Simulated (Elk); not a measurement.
# How C absorbs and reflects light

Aim: the dielectric function of C, and the optical constants that follow from it.

Program: Elk 11.2.3 (patched build). Level of theory: DFT, PBE, all-electron APW+lo, Dirac cores, scalar-relativistic bands, independent-particle optical response without local fields. Results are calculated unless marked as measured.

## Step 1: Starting point

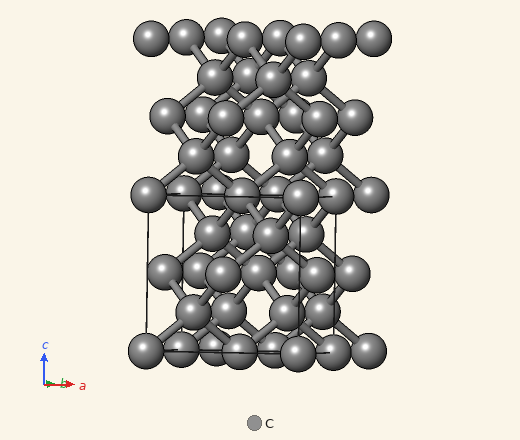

Start, viewed slightly off an axis; carbon grey. 1×2×2 cells are drawn. This picture shows the conventional cell, with its axes. Bonds to atoms that aren't drawn are left out. Some periodic images of atoms are drawn too.

## Step 2: Ground state

The self-consistent density comes first; it also tells whether there is a gap, which decides the occupations and the need for a Drude term.

This step: DFT, PBE, all-electron APW+lo, Dirac cores, scalar-relativistic bands, ground state (Elk 11.2.3 (patched build)).

File elk.in:

```
tasks
  0
  120

xctype
  20

nempty
  10

lorbcnd
  .true.

rgkmax
  7.0

swidth
  0.0018375

maxscl
  100

epsengy
  1e-05

sppath
  './'

avec
  0.000000000000 3.370080878874 3.370080878874
  3.370080878874 0.000000000000 3.370080878874
  3.370080878874 3.370080878874 0.000000000000

atoms
  1
  'C.in'
  2
  0.750000000000 0.750000000000 0.750000000000   0.000 0.000 0.000
  0.500000000000 0.500000000000 0.500000000000   0.000 0.000 0.000

ngridk
  14 14 14
```

Command:

```bash
> OMP_NUM_THREADS=4 elk
```

Numbers of over 12 decimals in the logs are rounded to 6 here.

Output:

```text
┌─────────────────────────┐
│ Elk code version 11.2.3 │
└─────────────────────────┘

All units are atomic (Hartree, Bohr, etc.)

┌─────────────────────────────────────────────────┐
│ Ground-state run starting from atomic densities │
└─────────────────────────────────────────────────┘

Lattice vectors :
   0.000000000       3.370080879       3.370080879
   3.370080879       0.000000000       3.370080879
   3.370080879       3.370080879       0.000000000

Reciprocal lattice vectors :
 -0.9322009668      0.9322009668      0.9322009668
  0.9322009668     -0.9322009668      0.9322009668
  0.9322009668      0.9322009668     -0.9322009668

Unit cell volume      :    76.55101733
Brillouin zone volume :    3.240325499

Muffin-tin inner radius fraction :   0.1000000000E-01

Nuclei treated as point charges

Species : 1 (C)
 parameters loaded from : C.in
 name : carbon
 nuclear charge    :   -6.000000000
 electronic charge :    6.000000000
 atomic mass :    21894.16674
 muffin-tin radius :    1.434287827
 number of radial points in muffin-tin :    593
 inner part over the whole radius :   0.9903637110E-02
 number on inner part of muffin-tin    :    403
 approximate nuclear radius :   0.4747601631E-04
 number of mesh points to nuclear radius :    168
 atomic positions (lattice), magnetic fields (Cartesian) :
  1 :   0.12500000  0.12500000  0.12500000    0.00000000  0.00000000  0.00000000
  2 :  -0.12500000 -0.12500000 -0.12500000    0.00000000  0.00000000  0.00000000

Total number of atoms per unit cell :    2
Total muffin-tin volume :    24.71880904
 ratio of muffin-tin to unit cell volume :   0.3229063427

Spin treatment :
 spin-unpolarised

Number of Bravais lattice symmetries :   48
Number of crystal symmetries         :   48
Crystal has inversion symmetry
Real symmetric eigensolver will be used

k-point grid :     14    14    14
k-point offset :    0.000000000       0.000000000       0.000000000
k-point set is reduced with full crystal symmetry group
Total number of k-points :      104

Muffin-tin radius times maximum |G+k| :    7.000000000
 using average radius
Maximum |G+k| for APW functions       :    4.880470899
Maximum (1/2)|G+k|²                   :    11.90949810
Maximum |G| for potential and density :    12.00000000
Constant for pseudocharge density :    4
 order of it for each species :   11
 order of it for pair densities of each species (exact exchange by exxq0 0: 11) :   10
Radial integration step length :    1

G-vector grid sizes :     20    20    20
Number of G-vectors :     2229

Maximum angular momentum used for
 APW functions            :    8
 outer part of muffin-tin :    6
 inner part of muffin-tin :    2

Total nuclear charge    :   -12.00000000
Total core charge       :    4.000000000
Total valence charge    :    8.000000000
Total excess charge     :    0.000000000
Total electronic charge :    12.00000000

Effective Wigner radius, rₛ :    1.150518758

Number of empty states         :     20
Total number of valence states :     25
Total number of core states    :      4

Conduction state local-orbitals added automatically
Third-order local-orbitals added for an l without core states : F
Total number of local-orbitals :    108

Exchange-correlation functional :     20     0     0
 Perdew-Burke-Ernzerhof, Phys. Rev. Lett. 77, 3865 (1996)
 gradient requirement :    1
 generalised gradient approximation (GGA)

Smearing type :    3
 Fermi-Dirac
Smearing width :   0.1837500000E-02
Effective electronic temperature (K) :    580.2366081

Mixing type :    3
 Broyden mixing, J. Phys. A: Math. Gen. 17, L317 (1984)

Kohn-Sham potential initialised from atomic data

┌──────────────────────────────┐
│ Self-consistent loop started │
└──────────────────────────────┘

┌─────────────────┐
│ Loop number : 1 │
└─────────────────┘

Energies :
 Fermi                       :     0.328621
 sum of occupied eigenvalues :     -38.203637598424
 electron kinetic            :      75.999732338146
 core electron kinetic       :      63.847023900117
 Coulomb                     :     -141.58176607479
 Coulomb potential           :     -98.566498884356
 nuclear-nuclear             :     -28.771549331920
 electron-nuclear            :     -127.88623691698
 Hartree                     :      15.076020174108
 Madelung                    :     -92.298516632614
 xc potential                :     -15.636871052213
 exchange                    :     -10.461294954945
 correlation                 :    -0.440988
 electron entropic           :    -0.33864835204480E-11
 total energy                :     -76.484316511765

Density of states at Fermi energy :   0.5442787042E-07
 (states/Hartree/unit cell)

Estimated indirect band gap :   0.1758749001
 from k-point 1 to k-point 49
Estimated direct band gap   :   0.2192833107
 at k-point 1

Charges :
 core                        :    4.000000000
 valence                     :    8.000000000
 interstitial                :    3.106646746
 muffin-tins (core leakage)
  species : 1 (C)
   atom 1                    :    4.446676627     (  0.8813865305E-04)
   atom 2                    :    4.446676627     (  0.8813865305E-04)
 total in muffin-tins        :    8.893353254
 total calculated charge     :    11.99990861
 total charge                :    12.00000000
 error                       :   0.9139079937E-04

┌─────────────────┐
│ Loop number : 2 │
└─────────────────┘

Energies :
 Fermi                       :     0.329919
 sum of occupied eigenvalues :     -38.186833809379
 electron kinetic            :      75.302656270015
 core electron kinetic       :      63.497506589942
 Coulomb                     :     -141.57791008902
 Coulomb potential           :     -98.565515907200
 nuclear-nuclear             :     -28.771549331920
 electron-nuclear            :     -127.87948732624
 Hartree                     :      15.073126569149
 Madelung                    :     -92.295152135416
 xc potential                :     -14.923974172194
 exchange                    :     -10.460728589388
 correlation                 :    -0.441034
 electron entropic           :    -0.33862710720290E-11
 total energy                :     -77.177016664275

Density of states at Fermi energy :   0.5442791385E-07
 (states/Hartree/unit cell)

Estimated indirect band gap :   0.1756167892
 from k-point 1 to k-point 49
Estimated direct band gap   :   0.2191400004
 at k-point 1

Charges :
 core                        :    4.000000000
 valence                     :    8.000000000
 interstitial                :    3.107810106
 muffin-tins (core leakage)
  species : 1 (C)
   atom 1                    :    4.446094947     (  0.8816050291E-04)
   atom 2                    :    4.446094947     (  0.8816050291E-04)
 total in muffin-tins        :    8.892189894
 total calculated charge     :    11.99990846
 total charge                :    12.00000000
 error                       :   0.9153838201E-04

RMS change in Kohn-Sham potential (target) :    5.256745153     (  0.1000000000E-05)
Absolute change in total energy (target)   :   0.6927001525     (  0.1000000000E-04)

[... 12 loops left out ...]

┌──────────────────┐
│ Loop number : 15 │
└──────────────────┘

Energies :
 Fermi                       :     0.462555
 sum of occupied eigenvalues :     -36.534281312222
 electron kinetic            :      75.929735272130
 core electron kinetic       :      63.826426618561
 Coulomb                     :     -141.26906941277
 Coulomb potential           :     -98.501872430480
 nuclear-nuclear             :     -28.771549331920
 electron-nuclear            :     -127.32430576574
 Hartree                     :      14.826785684892
 Madelung                    :     -92.018133197533
 xc potential                :     -13.962144153872
 exchange                    :     -10.413187696000
 correlation                 :    -0.445170
 electron entropic           :    -0.33681219249316E-11
 total energy                :     -76.197692242184

Density of states at Fermi energy :   0.5442785988E-07
 (states/Hartree/unit cell)

Estimated indirect band gap :   0.1523928638
 from k-point 1 to k-point 49
Estimated direct band gap   :   0.2058176498
 at k-point 1

Charges :
 core                        :    4.000000000
 valence                     :    8.000000000
 interstitial                :    3.210703524
 muffin-tins (core leakage)
  species : 1 (C)
   atom 1                    :    4.394648238     (  0.8936429495E-04)
   atom 2                    :    4.394648238     (  0.8936429495E-04)
 total in muffin-tins        :    8.789296476
 total calculated charge     :    11.99989672
 total charge                :    12.00000000
 error                       :   0.1032823921E-03

RMS change in Kohn-Sham potential (target) :   0.5746689972E-07 (  0.1000000000E-05)
Absolute change in total energy (target)   :   0.2629042385E-05 (  0.1000000000E-04)

Convergence targets achieved

┌──────────────────┐
│ Loop number : 16 │
└──────────────────┘

Energies :
 Fermi                       :     0.462555
 sum of occupied eigenvalues :     -36.534281300474
 electron kinetic            :      75.929735265230
 core electron kinetic       :      63.826426640973
 Coulomb                     :     -141.26906939790
 Coulomb potential           :     -98.501872437690
 nuclear-nuclear             :     -28.771549331920
 electron-nuclear            :     -127.32430573011
 Hartree                     :      14.826785664128
 Madelung                    :     -92.018133179060
 xc potential                :     -13.962144128013
 exchange                    :     -10.413187692724
 correlation                 :    -0.445170
 electron entropic           :    -0.33681219299801E-11
 total energy                :     -76.197692231272

Density of states at Fermi energy :   0.5442785972E-07
 (states/Hartree/unit cell)

Estimated indirect band gap :   0.1523928622
 from k-point 1 to k-point 49
Estimated direct band gap   :   0.2058176481
 at k-point 1

Charges :
 core                        :    4.000000000
 valence                     :    8.000000000
 interstitial                :    3.210703535
 muffin-tins (core leakage)
  species : 1 (C)
   atom 1                    :    4.394648233     (  0.8936429440E-04)
   atom 2                    :    4.394648233     (  0.8936429440E-04)
 total in muffin-tins        :    8.789296465
 total calculated charge     :    11.99989672
 total charge                :    12.00000000
 error                       :   0.1032823921E-03

┌──────────────────────────────┐
│ Self-consistent loop stopped │
└──────────────────────────────┘

Wrote STATE.OUT
```

Elapsed: 7.7 s, on 4 threads of Arm Neoverse V2, shared host; peak memory 0.07 GiB.

Read-outs, printed or worked out from the files:

```
total energy           : -76.20 Ha
Fermi energy           : 12.59 eV
DOS at the Fermi level : 2.00e-9 states/eV/cell
gap on the k-mesh      : 4.147 eV
direct gap on the mesh : 5.601 eV
```

There is a gap, 4.15 eV on this mesh (points off the mesh can give less), so no carriers' term is needed.

## Step 3: Independent particles

The spectrum is a sum over vertical transitions between filled and empty bands at the fixed density, so many empty bands are needed.

This step: DFT, PBE, all-electron APW+lo, Dirac cores, scalar-relativistic bands, independent-particle optical response without local fields (Elk 11.2.3 (patched build)).

elk.in: that of step 2 with these lines changed.

```diff
@@ -1,4 +1,6 @@
 tasks
-  0
-  120
+  121
+
+optcomp
+  1 1
 
@@ -17,9 +19,7 @@
 swidth
-  0.0018375
+  0.0055124
 
-maxscl
-  100
-
-epsengy
-  1e-05
+wplot
+  400 100 0
+  0.0 0.51449
```

Command:

```bash
> OMP_NUM_THREADS=4 elk
```

Output:

```text
┌─────────────────────────────────┐
│ Elk code version 11.2.3 started │
└─────────────────────────────────┘

Info(readinput): the functional depends on the density's gradient
 muffin-tin radial points multiplied by    2.00000
 (not where nrmtscf is given)

┌────────────────────┐
│ Current task : 121 │
└────────────────────┘
Info(checkmt): changed muffin-tin radius of species 1 (C) from   1.8000 to   1.4343

Info(findsymcrys): atomic basis shift (lattice) :
  0.3750000000      0.3750000000      0.3750000000
See GEOMETRY.OUT for new atomic positions

Info(dielectric):
 dielectric tensor written to EPSILON_ij.OUT
 optical conductivity written to SIGMA_ij.OUT
 for components
  i = 1, j = 1

┌──────────────────┐
│ Elk code stopped │
└──────────────────┘
```

The job ended after 1.2 s (4 threads; peak memory 0.04 GiB; 4.8 s of CPU time).

Read-outs, printed or worked out from the files:

| Property | Result |
| --- | --- |
| electronic dielectric constant ε∞, mean over x, y and z (by symmetry where fewer were run) | 5.871 |
| main peak of Im epsilon, first axis | 11.06 eV |

The Im ε, E ∥ x has structure finer than the step of the table below, so its rows give means over 0.5 eV, whole bins alone (the curve runs from 0 to 14.0 eV). Peaks (eV: height): 11.06: 22.8, 12.04: 20.0.

Values under the direct gap are tails of Lorentzian lines. The Im ε, E ∥ x by photon energy; means over each step:

```
photon energy (eV)  Im ε, E ∥ x
               0.5      0.00671
               1.0       0.0137
               1.5       0.0212
               2.0       0.0297
               2.5       0.0396
               3.0       0.0518
               3.5       0.0677
               4.0       0.0903
               4.5        0.127
               5.0        0.208
               5.5        0.604
               6.0         1.94
               6.5         2.06
               7.0         3.51
               7.5         3.00
               8.0         4.45
               8.5         4.40
               9.0         4.91
               9.5         6.92
              10.0         7.07
              10.5         11.5
              11.0         19.3
              11.5         14.0
              12.0         17.4
              12.5         9.94
              13.0         4.74
              13.5         4.37
```

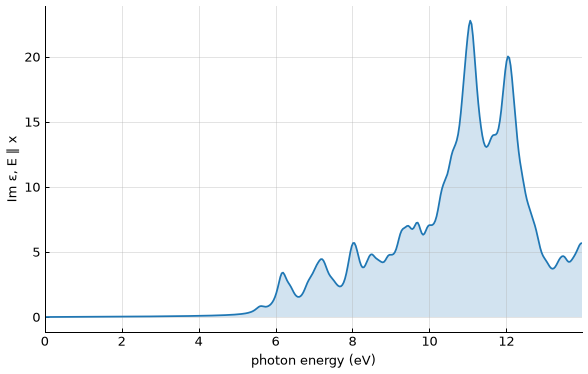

Im ε, E ∥ x against photon energy.

The Re ε, E ∥ x by photon energy:

```
photon energy (eV)  Re ε, E ∥ x
                 0         5.87
                 1         5.92
                 2         6.06
                 3         6.32
                 4         6.78
                 5         7.65
                 6         9.80
                 7         9.53
                 8         9.46
                 9         9.66
                10         10.4
                11         8.56
                12       -0.341
                13        -5.43
```

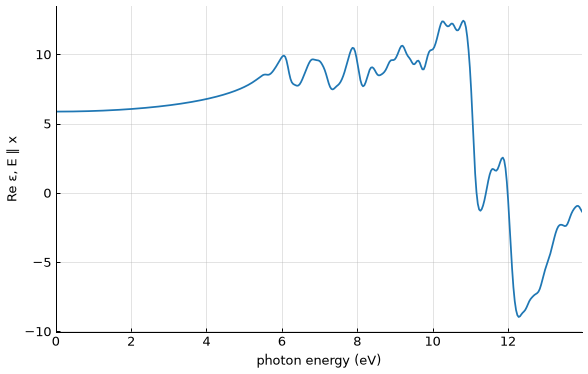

Re ε, E ∥ x against photon energy.

Table of refractive index n and extinction k by photon energy:

```
photon energy (eV)      n        k
                 0   2.42        0
                 1   2.43  0.00281
                 2   2.46  0.00601
                 3   2.51   0.0103
                 4   2.60   0.0172
                 5   2.77   0.0363
                 6   3.14    0.265
                 7   3.14    0.569
                 8   3.20    0.874
                 9   3.20    0.749
                10   3.38     1.04
                11   4.00     2.72
                12   3.10     3.15
                13  0.896     2.50
```

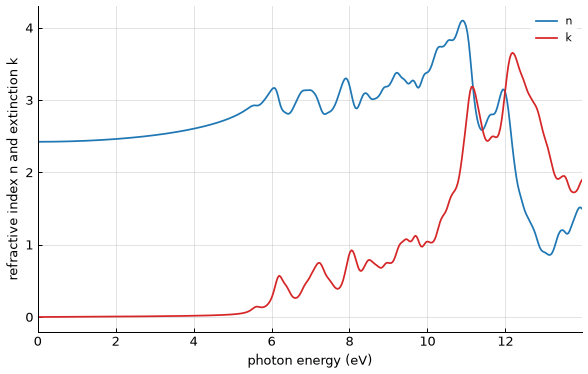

Refractive index n and extinction k against photon energy.

The loss function −Im 1/ε at q → 0, E ∥ x has structure finer than the step of the table below, so its rows give means over 0.5 eV, whole bins alone (the curve runs from 0 to 14.0 eV). Peaks (eV: height): 7.28: 0.0545, 11.48: 0.0762, 13.69: 0.206.

Values under the direct gap are tails of Lorentzian lines. Table of loss function −Im 1/ε at q → 0, E ∥ x by energy loss; means over each step:

```
energy loss (eV)  loss function −Im 1/ε at q → 0, E ∥ x
             0.5                                 1.9e-4
             1.0                                 3.9e-4
             1.5                                 5.9e-4
             2.0                                 8.1e-4
             2.5                                0.00104
             3.0                                0.00129
             3.5                                0.00159
             4.0                                0.00196
             4.5                                0.00248
             5.0                                0.00352
             5.5                                0.00836
             6.0                                 0.0212
             6.5                                 0.0286
             7.0                                 0.0361
             7.5                                 0.0408
             8.0                                 0.0433
             8.5                                 0.0461
             9.0                                 0.0406
             9.5                                 0.0498
            10.0                                 0.0443
            10.5                                 0.0410
            11.0                                 0.0430
            11.5                                 0.0709
            12.0                                 0.0546
            12.5                                 0.0602
            13.0                                 0.0970
            13.5                                  0.182
```

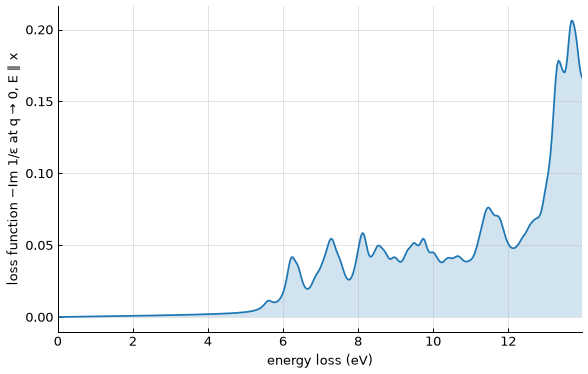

Loss function −Im 1/ε at q → 0, E ∥ x, plotted against energy loss.

The reflectivity at normal incidence, E ∥ x has structure finer than the step of the table below, so its rows give means over 1 eV, whole bins alone (the curve runs from 0 to 14.0 eV). Peaks (eV: height): 11.2: 53.9, 12.9: 66.2.

The reflectivity at normal incidence, E ∥ x by photon energy; means over each step:

```
photon energy (eV)  reflectivity at normal incidence, E ∥ x (%)
                 1                                         17.4
                 2                                         17.8
                 3                                         18.6
                 4                                         19.8
                 5                                         22.1
                 6                                         25.2
                 7                                         26.3
                 8                                         27.6
                 9                                         30.1
                10                                         34.4
                11                                         47.4
                12                                         54.3
                13                                         58.5
```

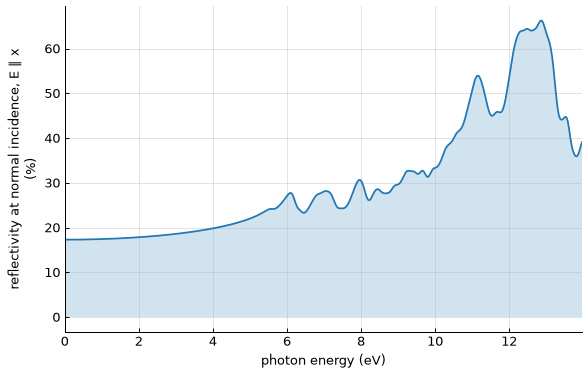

Reflectivity at normal incidence, E ∥ x against photon energy.

At chosen wavelengths:

```
wavelength (nm)     n      k  R (%)     1/α
           1550  2.43  0.002   17.4   55 µm
            532  2.48  0.007   18.0  5.8 µm
            450  2.50  0.009   18.4  3.9 µm
            365  2.54  0.013   19.0  2.3 µm
            308  2.61  0.017   19.8  1.4 µm
            248  2.77  0.036   22.0  544 nm
            193  2.81  0.388   23.4   40 nm
```

Below the direct gap, k and the depth come from the tails of the Lorentzian lines, not from transitions.

Rows near the edge hang on the gap, which this functional as a rule makes too small, and phonon-assisted absorption is left out.

## Step 4: Outcome

| Quantity | Value |
| --- | --- |
| electronic dielectric constant ε∞, mean over x, y and z (by symmetry where fewer were run) (independent particles) | 5.87 |
| main peak of Im epsilon, first axis | 11.1 eV |

In words: At this level (PBE, independent particles) C has ε∞ = 5.87 and n = 2.43 at 1550 nm, and Im ε peaks at 11.1 eV. On the mesh the gap is 4.15 eV and the least direct gap 5.60 eV, so on this mesh the band edges lie at different points. Distinct maxima of Im ε, read by a parabola through the highest points, lie at 8.03 eV (5.7), 9.68 eV (7.3), 11.06 eV (23) and 12.05 eV (20). Excitons and phonon-assisted transitions are missing, and so are local fields; PBE gaps are as a rule too small, which pulls the onset down and ε∞ up. The sum runs over mesh points, so small or evenly spaced maxima can still be ripples of the mesh.

[Machine, clock and banner lines and Python warnings are left out of the logs.]

[Logs are printed without paths, hosts, clocks, repeated set-up lines and the standing remarks that a program may print on its own settings, such as how far it seeks lower states.]

[Hosts, paths, dates, database ids (printed as entryN), source tags and the programs' standing remarks are cut or masked in the printed files.]
